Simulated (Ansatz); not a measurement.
One stationary structure of MgO. Space group P6₃/mmc (No. 194). Computed with r2SCAN (plane waves to 500 eV, PAW, scalar-relativistic; Ansatz, a quantum-chemistry and plane-wave program).

```cif
data_Mg2O2
_chemical_formula_sum 'Mg2 O2'
_space_group_name_H-M_alt 'P 1'
_space_group_IT_number 1
_cell_length_a 3.48443
_cell_length_b 3.48443
_cell_length_c 4.18553
_cell_angle_alpha 90.000
_cell_angle_beta 90.000
_cell_angle_gamma 120.000
loop_
_space_group_symop_operation_xyz
  'x, y, z'
loop_
_atom_site_label
_atom_site_type_symbol
_atom_site_fract_x
_atom_site_fract_y
_atom_site_fract_z
_atom_site_occupancy
Mg1 Mg 0.33333 0.66667 0.25000 1
Mg2 Mg 0.66667 0.33333 0.75000 1
O1 O 0.33333 0.66667 0.75000 1
O2 O 0.66667 0.33333 0.25000 1
```

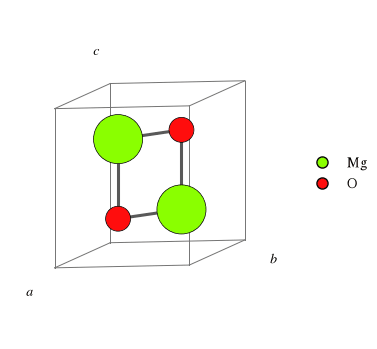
Figure: The conventional cell of the relaxed structure

```json
{
  "volume_per_atom": "11.00 Å³",
  "band_gap": "4.09 eV, direct at Γ (no spin-orbit coupling)",
  "shortest_distances": "Mg–O 2.01 Å; Mg–Mg 2.90 Å; O–O 2.90 Å",
  "k-mesh": "11×11×8"
}
```

Band energies at high-symmetry points (eV from the VBM; labels of this space group; no spin-orbit coupling), from −5 eV up to 6.8 eV:

| point | energies |
|---|---|
| Γ | -3.65 -1.76 -1.76 -0.84 -0.84 0.00 4.09 |
| M | -3.56 -2.38 -2.36 -1.96 -1.30 -0.54 |
| K | -3.64 -2.18 -2.18 -1.82 -1.82 -0.91 |
| A | -2.41 -2.41 -1.32 -1.32 -1.32 -1.32 |
| L | -3.87 -3.87 -1.55 -1.55 -0.83 -0.83 |
| H | -3.59 -3.59 -2.48 -2.48 -0.40 -0.40 |

No spin polarisation in the result.

The run could not lose the symmetry of its start.

All atoms sit on sites fixed by symmetry, so only the cell could relax.

The first start was generated by placing the elements on the sites of a structure type. Materials Project lists a structure of MgO in the same space group, P6₃/mmc (No. 194); the sites were not compared with it, nor with measured phases. Known forms of MgO include space group No. 225.
